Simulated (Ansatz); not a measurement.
# FH4O4Ta: the cost of one run

Method: unrestricted cation, the program's frozen cores in correlated methods; program: Ansatz 0.2.0, Gaussian basis.

Plan: UKS PBE-D4/def2-TZVPP; UKS r2SCAN-D4/def2-TZVPP; UKS PBE0-D4/def2-TZVPP; UKS B3LYP-D4/def2-TZVPP; UKS wB97X-V/def2-TZVPP; UKS wB97M-V/def2-TZVPP; UKS B2PLYP/def2-TZVPP; UHF-CCSD(T)/def2-TZVPP; UHF-MP2/def2-QZVPP; extrapolation to the limit; then −ε(HOMO) from the neutral's earlier runs with LDA (SPW92), PBE-D4, revPBE-D4, BLYP-D4, r2SCAN-D4, B97M-V, PBE0-D4, B3LYP-D4, r2SCANh-D4, r2SCAN0-D4, HSE06-D4, BHLYP-D4, CAM-B3LYP-D4, LC-ωPBE, ωB97X-V, ωB97M-V.

## 1. The relaxed structure

All runs share one geometry, relaxed beforehand with PBE0-D4 in a triple-zeta def2 set. Ta takes the def2 core potential; no spin-orbit term is included.

SMILES `[OH][Ta]([OH])([OH])([OH])[F]`, 10 atoms, charge 0, spin multiplicity 1.

Atoms are counted from 1 here; the program's logs count them from 0.

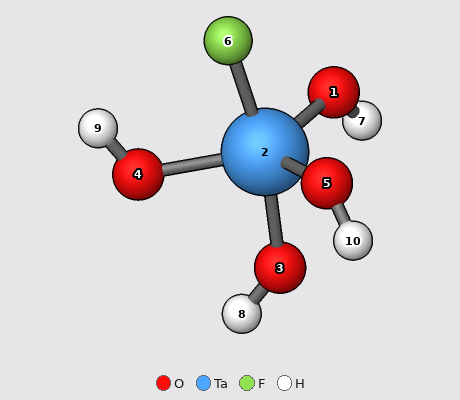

The structure; oxygen red, tantalum blue, fluorine green, hydrogen white; atoms are numbered from 1 in the order of the file.

## 2. Cation, UKS PBE-D4/def2-TZVPP

in.yaml reads:

```yaml
crystal:
  periodic: [false, false, false]
  atoms:
    - {symbol: O, position_ang: [-1.476331, -0.563127, -1.195864]}
    - {symbol: Ta, position_ang: [-0.185573, 0.244741, -0.055310]}
    - {symbol: O, position_ang: [1.016666, -1.236081, -0.149401]}
    - {symbol: O, position_ang: [-0.162663, -0.078551, 1.847630]}
    - {symbol: O, position_ang: [1.029817, 1.451544, -0.883704]}
    - {symbol: F, position_ang: [-1.377916, 1.662640, 0.365539]}
    - {symbol: H, position_ang: [-1.397355, -1.427975, -1.600283]}
    - {symbol: H, position_ang: [1.424251, -1.838324, 0.470483]}
    - {symbol: H, position_ang: [-0.698208, 0.503346, 2.393260]}
    - {symbol: H, position_ang: [1.910410, 1.230387, -1.189350]}
basis:
  gaussian: {orbitals: def2-TZVPP}
total_charge: 1
magnetization: {spin_polarized: true, initial_magnetization: 1}
hamiltonian: {xc: pbe, dispersion: d4}
```

Launch:

```
> ansatz run in.yaml --threads 2 --pin off --events-out ev --progress --plain --max-ram 32768MiB --backend cpu
```

What time and memory should one allow on 2 threads of AMD EPYC 7R13, shared host?

About 29 s, with a peak of 0.59 GiB.
